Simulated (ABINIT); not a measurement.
**Diamond (Fd-3m, 2 atoms a cell): G0W0 with ABINIT, start to end**

How does a plane-wave GW calculation on Diamond (Fd-3m, 2 atoms a cell) run from the first input to the gap?

Main program and level: ABINIT 10.8.3; PBE and many-body steps on it, plane waves.

**The experiments to reproduce.**

- Gap 5.5 eV: band gap, experimental literature value; bulk crystal (quoted in “Fermi level pinning by defects can explain the large reported carbon 1s binding energy variations in diamond”, 2019, arxiv:1902.02958).

- Gap 5.47 eV: experimental band gap used as input; bulk crystal (quoted in “Enhanced Electron Emission Performance and Air‐Surface Stability in ScO‐Terminated Diamond for Thermionic Energy Converters”, 2024, pmc:11600692).

## 1. The starting structure

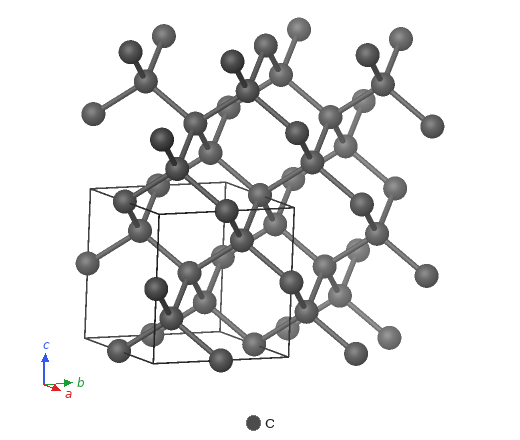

The starting structure, seen slightly off an axis (carbon dark grey). 1×2×2 cells are drawn. This picture shows the conventional cell, with its axes. Some periodic images of atoms are drawn too.

The cell and positions come from the Crystallography Open Database and are kept as given unless a step says otherwise.

## 2. Ground state

This step: ABINIT 10.8.3; DFT, PBE, plane waves, norm-conserving pseudopotentials.

The ground-state density comes first.

Contents of run.abi:

```
acell 3*1.0 Angstrom
rprim 
  -0.000000000000 1.783370000000 1.783370000000
  1.783370000000 -0.000000000000 1.783370000000
  1.783370000000 1.783370000000 0.000000000000
ntypat 1
znucl 6
natom 2
typat 1 1
xred 
  -0.000000000000 0.000000000000 0.000000000000
  0.250000000000 0.250000000000 0.250000000000
pp_dirpath "pseudos"
pseudos "C.upf"
ecut 37
ngkpt 10 10 10
nshiftk 1
shiftk 0 0 0
kptopt 1
chksymbreak 0
nband 9
occopt 1
tolvrs 1e-10
nstep 60
prtwf 0
optforces 0
optstress 0
indata_prefix "in"
outdata_prefix "out"
tmpdata_prefix "tmp"
```

Started as:

```bash
> OMP_NUM_THREADS=1 mpirun -n 4 abinit run.abi > log
```

Numbers of over 12 decimals in the logs are rounded to 6 here.

What it wrote:

```text
.Version 10.8.3 of ABINIT. v10.8.2 released Aug 2026.

 Symmetries : space group Fd -3 m (#227); Bravais cF (face-center cubic)
================================================================================
 Values of the parameters that define the memory need of the present run
     intxc =       0    ionmov =       0      iscf =       7    lmnmax =       4
     lnmax =       4     mgfft =      30  mpssoang =       2    mqgrid =    3001
     natom =       2  nloc_mem =       1    nspden =       1   nspinor =       1
    nsppol =       1      nsym =      48    n1xccc =    2501    ntypat =       1
    occopt =       1   xclevel =       2
-    mband =           9        mffmem =           1         mkmem =          12
       mpw =         845          nfft =       27000          nkpt =          47
================================================================================
  Rough estimation (10% accuracy) of disk space for files :
================================================================================

--------------------------------------------------------------------------------
------------- Echo of variables that govern the present computation ------------
--------------------------------------------------------------------------------
 -outvars: echo values of preprocessed input variables --------
            acell      1.8897261259E+00  1.8897261259E+00  1.8897261259E+00 Bohr

      chksymbreak           0
             ecut      3.70000000E+01 Hartree
-          fftalg         312

              ixc     -101130
              kpt      0.00000000E+00  0.00000000E+00  0.00000000E+00
                       1.00000000E-01  0.00000000E+00  0.00000000E+00
                       2.00000000E-01  0.00000000E+00  0.00000000E+00
                       3.00000000E-01  0.00000000E+00  0.00000000E+00
                       4.00000000E-01  0.00000000E+00  0.00000000E+00
                       5.00000000E-01  0.00000000E+00  0.00000000E+00
                       1.00000000E-01  1.00000000E-01  0.00000000E+00
                       2.00000000E-01  1.00000000E-01  0.00000000E+00
                       3.00000000E-01  1.00000000E-01  0.00000000E+00
   [... 36 further rows ...]
                      -3.00000000E-01  4.00000000E-01  2.00000000E-01
                      -3.00000000E-01  5.00000000E-01  2.00000000E-01
         kptrlatt       10    0    0      0   10    0      0    0   10
          kptrlen      4.76601409E+01
P           mkmem          12
            natom           2
            nband           9
            ngfft          30      30      30
             nkpt          47
            nstep          60
             nsym          48
           ntypat           1
              occ      2.000000  2.000000  2.000000  2.000000  0.000000  0.000000
[...]
optforces           0
        optstress           0
            prtwf           0
            rprim     -0.0000000000E+00  1.7833700000E+00  1.7833700000E+00
[...]
spgroup         227

           tolvrs      1.00000000E-10

             xred      0.0000000000E+00  0.0000000000E+00  0.0000000000E+00
[...]
znucl        6.00000

================================================================================

 chkinp: Checking input parameters for consistency.

================================================================================
== DATASET  1 ==================================================================
-   mpi_nproc: 4, omp_nthreads: 1 (-1 if OMP is not activated)

--- !DatasetInfo
iteration_state: {dtset: 1, }
dimensions: {natom: 2, nkpt: 47, mband: 9, nsppol: 1, nspinor: 1, nspden: 1, mpw: 845, }
cutoff_energies: {ecut:  37.0, pawecutdg:  -1.0, }
electrons: {nelect:   8.00000000E+00, charge:   0.00000000E+00, occopt:   1.00000000E+00, tsmear:   1.00000000E-02, }

 Real(R)+Recip(G) space primitive vectors, cartesian coordinates (Bohr,Bohr^-1):
 R(1)=  0.0000000  3.3700809  3.3700809  G(1)= -0.1483644  0.1483644  0.1483644
 R(2)=  3.3700809  0.0000000  3.3700809  G(2)=  0.1483644 -0.1483644  0.1483644
 R(3)=  3.3700809  3.3700809  0.0000000  G(3)=  0.1483644  0.1483644 -0.1483644
 Unit cell volume ucvol=  7.6551017E+01 bohr^3
 Angles (23,13,12)=  6.00000000E+01  6.00000000E+01  6.00000000E+01 degrees

 getcut: wavevector=  0.0000  0.0000  0.0000  ngfft=  30  30  30
         ecut(hartree)=     37.000   => boxcut(ratio)=   2.30135

 getcut : COMMENT -
  Note that boxcut > 2.2 ; recall that boxcut=Gcut(box)/Gcut(sphere) = 2
  is sufficient for exact treatment of convolution.
  Such a large boxcut is a waste : you could raise ecut
  e.g. ecut=   48.989798 Hartrees makes boxcut=2

--- Pseudopotential description ------------------------------------------------
- C Generated using ONCVPSP code by D. R. Hamann
-  6.00000   4.00000  171031                  znucl, zion, pspdat
12 -101130 1 -1 1248                          pspcod,pspxc,lmax,lloc,mmax
     nproj     2     2
  pspatm : epsatm=    4.31346680
         --- l  ekb(1:nproj) -->
[...]
1   -4.199961   -0.877517
 pspatm: atomic psp has been read  and splines computed

   6.90154688E+01                                ecore*ucvol(ha*bohr**3)
--------------------------------------------------------------------------------

_setup2: Arith. and geom. avg. npw (full set) are     822.485     822.457

================================================================================

--- !BeginCycle
iteration_state: {dtset: 1, }
solver: {iscf: 7, nstep: 60, nline: 4, wfoptalg: 0, }
tolerances: {tolvrs: 1.00E-10, }

     iter   Etot(hartree)      deltaE(h)  residm     vres2
 ETOT  1  -12.022012644239    -1.202E+01 1.536E-01 4.594E+01
 ETOT  2  -12.037397158723    -1.538E-02 8.428E-03 1.506E-01
 ETOT  3  -12.037407731185    -1.057E-05 4.063E-03 4.423E-03
 ETOT  4  -12.037408007989    -2.768E-07 3.688E-03 5.608E-05
 ETOT  5  -12.037408010338    -2.349E-09 8.736E-04 9.324E-08
 ETOT  6  -12.037408010340    -2.011E-12 3.766E-04 3.376E-10
 ETOT  7  -12.037408010340     9.415E-14 1.630E-04 1.540E-12

 At SCF step    7       vres2   =  1.54E-12 < tolvrs=  1.00E-10 =>converged.

--- !ResultsGS
iteration_state: {dtset: 1, }
comment   : Summary of ground state results
lattice_vectors:
- [ -0.0000000,   3.3700809,   3.3700809, ]
- [  3.3700809,  -0.0000000,   3.3700809, ]
- [  3.3700809,   3.3700809,   0.0000000, ]
lattice_lengths: [   4.76601,    4.76601,    4.76601, ]
lattice_angles: [ 60.000,  60.000,  60.000, ] # degrees, (23, 13, 12)
lattice_volume:   7.6551017E+01
convergence: {deltae:  9.415E-14, res2:  1.540E-12, residm:  1.630E-04, diffor:  0.000E+00, }
etotal    :  -1.20374080E+01
entropy   :   0.00000000E+00
fermie    :   3.78251972E-01
cartesian_stress_tensor: null
pressure_GPa: null
xred      :
- [  0.0000E+00,   0.0000E+00,   0.0000E+00,  C]
- [  2.5000E-01,   2.5000E-01,   2.5000E-01,  C]
cartesian_forces: null
force_length_stats: {min: null, max: null, mean: null, }

 Integrated electronic density in atomic spheres:
 ------------------------------------------------
 Atom  Sphere_radius  Integrated_density
    1        2.00000          4.70847033
    2        2.00000          4.67055731
================================================================================

 ----iterations are completed or convergence reached----

 Mean square residual over all n,k,spin=   13.101E-07; max=  16.296E-05
 reduced coordinates (array xred) for    2 atoms
       0.000000000000      0.000000000000      0.000000000000
       0.250000000000      0.250000000000      0.250000000000
 rms dE/dt=  0.0000E+00; max dE/dt=  0.0000E+00; dE/dt below (all hartree)
    1       0.000000000000      0.000000000000      0.000000000000
    2       0.000000000000      0.000000000000      0.000000000000

 cartesian coordinates (angstrom) at end:
    1      0.000000     0.000000     0.000000
    2      0.891685     0.891685     0.891685
 length scales=  1.889726125908  1.889726125908  1.889726125908 bohr
              =  1.000000000000  1.000000000000  1.000000000000 angstroms
 prteigrs : about to open file out_EIG
 Fermi (or HOMO) energy (hartree) =   0.37825   Average Vxc (hartree)=  -0.49368
 Eigenvalues (hartree) for nkpt=  47  k points:
 kpt#   1, nband=  9, wtk=  0.00100, kpt=  0.0000  0.0000  0.0000 (reduced coord)
  -0.41145    0.37825    0.37825    0.37825    0.58499    0.58499    0.58499    0.86809
   1.08739
 prteigrs : prtvol=0 or 1, do not print more k-points.

--- !EnergyTerms
iteration_state     : {dtset: 1, }
comment             : Components of total free energy in Hartree
kinetic             :  8.47301406351088E+00
hartree             :  9.65946945363361E-01
xc                  : -4.34005573698495E+00
Ewald energy        : -1.27873442426994E+01
psp_core            :  9.01561743076947E-01
local_psp           : -4.68416309048939E+00
non_local_psp       : -5.66367692117671E-01
total_energy        : -1.20374080103402E+01
total_energy_eV     : -3.27554558769834E+02
band_energy         :  3.84676948223958E-01

== END DATASET(S) ==============================================================
================================================================================

 -outvars: echo values of variables after computation  --------
           etotal     -1.2037408010E+01
            nband           9
             nkpt          47
          spgroup         227
 [... the other variables as echoed above ...]

 Calculation completed.
```

Run time: 3.9 s. Hardware: 4 MPI ranks of Arm Neoverse V1, shared host; peak memory 0.24 GiB.

Numbers from this step:

| Item | Value |
| --- | --- |
| total energy | -327.5546 eV |
| gap | 4.229 eV |
| k of the valence top | 0, 0, 0 |
| k of the conduction bottom | 0.4, 0.4, 0 |
| least direct gap | 5.626 eV |

The gap is indirect, with the least direct gap 1.40 eV higher.

## 3. Bands along the symmetry lines

Levels along a band path, at the cheap level, show where the edges lie and whether the meshes to come will hold them.

Contents of run.abi:

```
acell 3*1.0 Angstrom
rprim 
  -0.000000000000 1.783370000000 1.783370000000
  1.783370000000 -0.000000000000 1.783370000000
  1.783370000000 1.783370000000 0.000000000000
ntypat 1
znucl 6
natom 2
typat 1 1
xred 
  -0.000000000000 0.000000000000 0.000000000000
  0.250000000000 0.250000000000 0.250000000000
pp_dirpath "pseudos"
pseudos "C.upf"
ecut 37
iscf -2
irdden 1
kptopt 0
nkpt 50
kpt 
  0.00000000 0.00000000 0.00000000
  0.06250000 0.00000000 0.06250000
  0.12500000 0.00000000 0.12500000
  0.18750000 0.00000000 0.18750000
  0.25000000 0.00000000 0.25000000
  0.31250000 0.00000000 0.31250000
  0.37500000 0.00000000 0.37500000
  0.43750000 0.00000000 0.43750000
  0.50000000 0.00000000 0.50000000
  0.51562500 0.03125000 0.51562500
  0.53125000 0.06250000 0.53125000
  0.54687500 0.09375000 0.54687500
  0.56250000 0.12500000 0.56250000
  0.57812500 0.15625000 0.57812500
  0.59375000 0.18750000 0.59375000
  0.60937500 0.21875000 0.60937500
  0.62500000 0.25000000 0.62500000
  0.37500000 0.37500000 0.75000000
  0.32812500 0.32812500 0.65625000
  0.28125000 0.28125000 0.56250000
  0.23437500 0.23437500 0.46875000
  0.18750000 0.18750000 0.37500000
  0.14062500 0.14062500 0.28125000
  0.09375000 0.09375000 0.18750000
  0.04687500 0.04687500 0.09375000
  0.00000000 0.00000000 0.00000000
  0.06250000 0.06250000 0.06250000
  0.12500000 0.12500000 0.12500000
  0.18750000 0.18750000 0.18750000
  0.25000000 0.25000000 0.25000000
  0.31250000 0.31250000 0.31250000
  0.37500000 0.37500000 0.37500000
  0.43750000 0.43750000 0.43750000
  0.50000000 0.50000000 0.50000000
  0.50000000 0.46875000 0.53125000
  0.50000000 0.43750000 0.56250000
  0.50000000 0.40625000 0.59375000
  0.50000000 0.37500000 0.62500000
  0.50000000 0.34375000 0.65625000
  0.50000000 0.31250000 0.68750000
  0.50000000 0.28125000 0.71875000
  0.50000000 0.25000000 0.75000000
  0.50000000 0.21875000 0.71875000
  0.50000000 0.18750000 0.68750000
  0.50000000 0.15625000 0.65625000
  0.50000000 0.12500000 0.62500000
  0.50000000 0.09375000 0.59375000
  0.50000000 0.06250000 0.56250000
  0.50000000 0.03125000 0.53125000
  0.50000000 0.00000000 0.50000000
istwfk *1
nband 11
nbdbuf 2
tolwfr 1e-08
nstep 40
prtwf 0
prtvol 0
indata_prefix "in"
outdata_prefix "out"
tmpdata_prefix "tmp"
```

What it wrote:

```text
.Version 10.8.3 of ABINIT. v10.8.2 released Aug 2026.

 Symmetries : space group Fd -3 m (#227); Bravais cF (face-center cubic)
[... echo of the input left out ...]
== DATASET  1 ==================================================================
-   mpi_nproc: 4, omp_nthreads: 1 (-1 if OMP is not activated)

--- !DatasetInfo
iteration_state: {dtset: 1, }
dimensions: {natom: 2, nkpt: 50, mband: 11, nsppol: 1, nspinor: 1, nspden: 1, mpw: 869, }
cutoff_energies: {ecut:  37.0, pawecutdg:  -1.0, }
electrons: {nelect:   8.00000000E+00, charge:   0.00000000E+00, occopt:   1.00000000E+00, tsmear:   1.00000000E-02, }

 Real(R)+Recip(G) space primitive vectors, cartesian coordinates (Bohr,Bohr^-1):
 R(1)=  0.0000000  3.3700809  3.3700809  G(1)= -0.1483644  0.1483644  0.1483644
 R(2)=  3.3700809  0.0000000  3.3700809  G(2)=  0.1483644 -0.1483644  0.1483644
 R(3)=  3.3700809  3.3700809  0.0000000  G(3)=  0.1483644  0.1483644 -0.1483644
 Unit cell volume ucvol=  7.6551017E+01 bohr^3
 Angles (23,13,12)=  6.00000000E+01  6.00000000E+01  6.00000000E+01 degrees

 getcut: wavevector=  0.0000  0.0000  0.0000  ngfft=  30  30  30
         ecut(hartree)=     37.000   => boxcut(ratio)=   2.30135

 getcut : COMMENT -
  Note that boxcut > 2.2 ; recall that boxcut=Gcut(box)/Gcut(sphere) = 2
  is sufficient for exact treatment of convolution.
  Such a large boxcut is a waste : you could raise ecut
  e.g. ecut=   48.989798 Hartrees makes boxcut=2

--- Pseudopotential description ------------------------------------------------
- C Generated using ONCVPSP code by D. R. Hamann
-  6.00000   4.00000  171031                  znucl, zion, pspdat
12 -101130 1 -1 1248                          pspcod,pspxc,lmax,lloc,mmax
     nproj     2     2
  pspatm : epsatm=    4.31346680
         --- l  ekb(1:nproj) -->
             0    6.481548    0.385504
             1   -4.199961   -0.877517
 pspatm: atomic psp has been read  and splines computed

--------------------------------------------------------------------------------

================================================================================
 prteigrs : about to open file out_EIG
 Non-SCF case, kpt    1 (  0.00000  0.00000  0.00000), residuals and eigenvalues=
  1.15E-09  2.46E-09  4.10E-09  2.15E-09  4.34E-09  5.45E-09  5.76E-09  7.98E-09
  1.34E-09  3.49E-05  6.89E-05
 -4.1145E-01  3.7825E-01  3.7825E-01  3.7825E-01  5.8499E-01  5.8499E-01
  5.8499E-01  8.6809E-01  1.0874E+00  1.3653E+00  1.3654E+00
 Non-SCF case, kpt    2 (  0.06250  0.00000  0.06250), residuals and eigenvalues=
  7.88E-10  1.10E-09  7.57E-09  2.53E-09  1.51E-09  8.03E-09  2.52E-09  3.02E-09
[...]
-4.0615E-01  3.5790E-01  3.5790E-01  3.6537E-01  5.8087E-01  6.0988E-01
  6.0988E-01  8.7151E-01  1.0967E+00  1.2471E+00  1.3838E+00
 Non-SCF case, kpt    3 (  0.12500  0.00000  0.12500), residuals and eigenvalues=
  7.80E-09  1.48E-09  6.89E-09  3.60E-09  1.79E-09  4.36E-09  6.20E-09  7.96E-09
[...]
-3.9029E-01  3.1478E-01  3.1478E-01  3.2957E-01  5.7006E-01  6.6644E-01
  6.6644E-01  8.6803E-01  1.1220E+00  1.1457E+00  1.3923E+00
[...]
Non-SCF case, kpt   49 (  0.50000  0.03125  0.53125), residuals and eigenvalues=
[...]
-9.0410E-02 -9.0410E-02  1.4321E-01  1.4321E-01  5.6108E-01  5.6108E-01
  9.9380E-01  9.9380E-01  1.2288E+00  1.2288E+00  1.5680E+00
 Non-SCF case, kpt   50 (  0.50000  0.00000  0.50000), residuals and eigenvalues=
[...]
-9.1260E-02 -9.1260E-02  1.4617E-01  1.4617E-01  5.5561E-01  5.5561E-01
  9.9637E-01  9.9637E-01  1.2321E+00  1.2321E+00  1.5741E+00

--- !ResultsGS
iteration_state: {dtset: 1, }
comment   : Summary of ground state results
lattice_vectors:
- [ -0.0000000,   3.3700809,   3.3700809, ]
- [  3.3700809,  -0.0000000,   3.3700809, ]
- [  3.3700809,   3.3700809,   0.0000000, ]
lattice_lengths: [   4.76601,    4.76601,    4.76601, ]
lattice_angles: [ 60.000,  60.000,  60.000, ] # degrees, (23, 13, 12)
lattice_volume:   7.6551017E+01
convergence: {deltae:  0.000E+00, res2:  0.000E+00, residm:  9.813E-09, diffor:  0.000E+00, }
etotal    :  -1.20374080E+01
entropy   :   0.00000000E+00
fermie    :   3.78251972E-01
cartesian_stress_tensor: null
pressure_GPa: null
xred      :
- [  0.0000E+00,   0.0000E+00,   0.0000E+00,  C]
- [  2.5000E-01,   2.5000E-01,   2.5000E-01,  C]
cartesian_forces: null
force_length_stats: {min: null, max: null, mean: null, }

 Integrated electronic density in atomic spheres:
 ------------------------------------------------
 Atom  Sphere_radius  Integrated_density
[...]
================================================================================

 ----iterations are completed or convergence reached----

 Mean square residual over all n,k,spin=   37.436E-10; max=  98.133E-10
 reduced coordinates (array xred) for    2 atoms
[...]
cartesian coordinates (angstrom) at end:
    1      0.000000     0.000000     0.000000
    2      0.891685     0.891685     0.891685
 length scales=  1.889726125908  1.889726125908  1.889726125908 bohr
              =  1.000000000000  1.000000000000  1.000000000000 angstroms
 prteigrs : about to open file out_EIG
 Eigenvalues (hartree) for nkpt=  50  k points:
 kpt#   1, nband= 11, wtk=  1.00000, kpt=  0.0000  0.0000  0.0000 (reduced coord)
[...]
kpt#   2, nband= 11, wtk=  1.00000, kpt=  0.0625  0.0000  0.0625 (reduced coord)
[...]
kpt#   3, nband= 11, wtk=  1.00000, kpt=  0.1250  0.0000  0.1250 (reduced coord)
[...]
kpt#  49, nband= 11, wtk=  1.00000, kpt=  0.5000  0.0313  0.5313 (reduced coord)
  -0.09041   -0.09041    0.14321    0.14321    0.56108    0.56108    0.99380    0.99380
   1.22880    1.22880    1.56797
 kpt#  50, nband= 11, wtk=  1.00000, kpt=  0.5000  0.0000  0.5000 (reduced coord)
  -0.09126   -0.09126    0.14617    0.14617    0.55561    0.55561    0.99637    0.99637
   1.23206    1.23206    1.57409

== END DATASET(S) ==============================================================
================================================================================

 -outvars: echo values of variables after computation  --------
            nband          11
             nkpt          50
          spgroup         227
 [... the other variables as echoed above ...]

 Calculation completed.
```

It took 2.9 s on 4 MPI ranks; peak memory 0.07 GiB; 11 s of CPU time.

This step gave:

| Item | Value |
| --- | --- |
| gap | 4.190 eV |
| k of the valence top | 0, 0, 0 |
| k of the conduction bottom | 0.375, 0, 0.375 |
| least direct gap | 5.626 eV |

The gap is 4.190 eV, −0.039 eV from the run before at this level.

The electronic bands at the labelled points (eV, zero at the top of the highest filled band; v1 is the highest filled band, c1 the lowest empty one):

```csv
point,v4,v3,v2,v1,c1,c2,c3,c4
Γ,-21.49,0.00,0.00,0.00,5.63,5.63,5.63,13.33
X,-12.78,-12.78,-6.32,-6.32,4.83,4.83,16.82,16.82
U,-12.99,-11.74,-9.33,-5.38,5.74,10.80,14.40,15.64
jump to K,-12.99,-11.74,-9.33,-5.38,5.74,10.80,14.40,15.64
Γ,-21.49,0.00,0.00,0.00,5.63,5.63,5.63,13.33
L,-15.71,-13.39,-2.81,-2.81,8.52,8.52,8.90,15.71
W,-11.99,-11.99,-8.33,-8.33,10.68,10.68,12.35,12.35
X,-12.78,-12.78,-6.32,-6.32,4.83,4.83,16.82,16.82
```

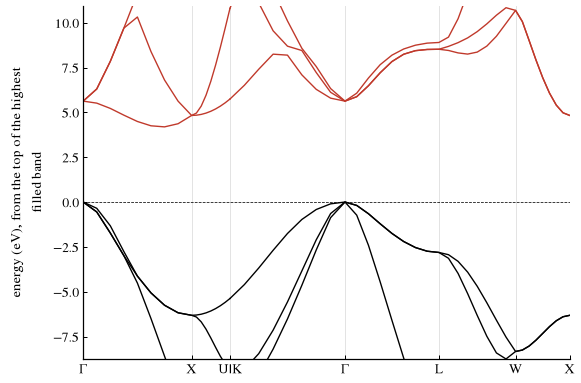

Electronic bands along the path; lines of filled and empty bands in two colours.

(Part 1 of 2 ends here.)

[Paths, hosts, dates, memory and timing lines, banners, echoed tables and standing remarks are left out of the program output.]

[Logs are printed without paths, hosts, clocks, repeated set-up lines and the standing remarks that a program may print on its own settings, such as how far it seeks lower states.]

[Runs of the session that timed out or met a known fault of the program may be left out.]

[Hosts, paths, dates, database ids (printed as entryN), source tags and the programs' standing remarks are cut or masked in the printed files.]

[G0W0 gaps are taken among the corrected bands and points alone; a level outside them can change the order at an edge.]

[Where Ansatz stands beside ABINIT at settings called matched, ABINIT's density can come from a denser mesh and the files from another edition; pairs whose starting gaps differed by over 0.03 eV were left out, so agreement reads better than it is.]
